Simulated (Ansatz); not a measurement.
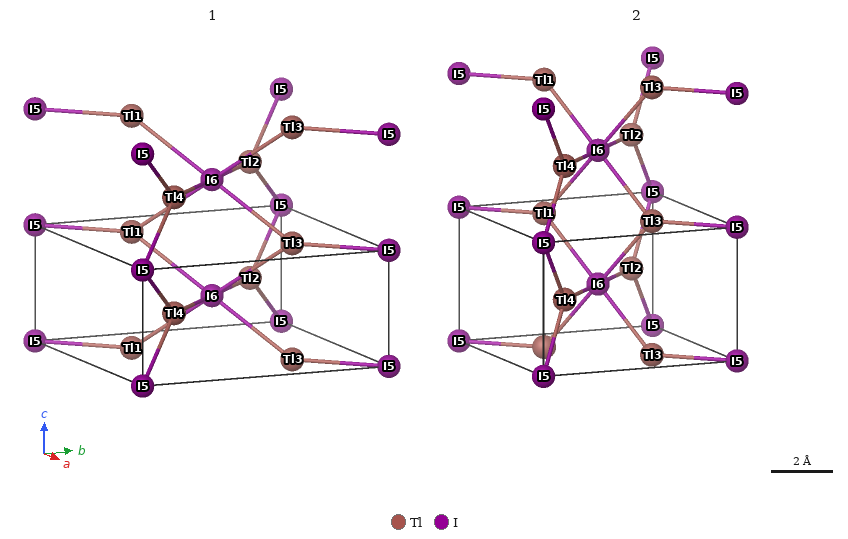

Two geometries of solid Tl2I (built on the rutile_136 type) (coarse preliminary run), drawn at one scale. One is the start of a relaxation, the other its converged end. The picture is a ball-and-stick view of the cell of the calculation, repeated 1 × 1 × 2 with one cell outlined, seen slightly off an axis.

Theory: Ansatz 0.2.0, DFT PBE, scalar-relativistic, plane waves, PAW. (plane-wave cutoff 420 eV; k-point mesh 4 × 4 × 4; occupations gaussian; smearing width 0.1 eV; no spin polarisation; cell and atoms relaxed; force threshold 0.04 eV/Å; at most 70 steps)

### Which geometry has the lower energy?

Structure 1 is the relaxed one. Case: anti-rutile type (P4_2/mnm, No. 136). The largest moves relative to the cell, 0.41 Å, are those of Tl1, Tl2, Tl3 and Tl4. Tl1 goes along [−1 −1 0]. I stays in place. Cell: a = b 6.927 → 8.818 Å (+27.3 %), c 4.461 → 3.871 Å (−13.2 %). Volume +40.6 %. Among the contacts that change: Tl1–I6 2.930 → 3.427 Å, Tl1–I5 2.997 → 3.407 Å. Bond angles that change, for instance: Tl1–I6–Tl1 99.1° → 68.8°, Tl1–I6–Tl3 80.9° → 111.2°, I5–Tl2–I5 99.1° → 68.8°. The space group stays P4_2/mnm (No. 136). The energy falls by 570 meV per atom in 10 accepted moves (12 points after the start). The largest force component goes from 0.58 to 0.02 eV/Å. Pressure: 12.69 GPa at the start and 0.20 GPa at the end. The SCF was repeated twice at an unchanged geometry on a basis and grid sized afresh for the cell, which shifted the energy by 20.8 meV per atom at most.
